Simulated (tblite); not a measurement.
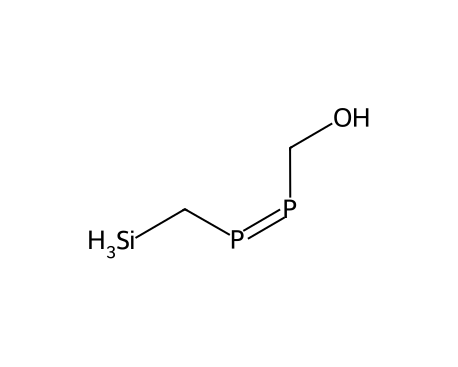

(Drawn from a calculation with tblite.)

> Give its SMILES.

OC/P=P\C[SiH3]

> What is the molecular formula?

C2H8OP2Si.

> An optimisation with GFN2-xTB gave a structure of which point group?

C1. Other conformers may differ.
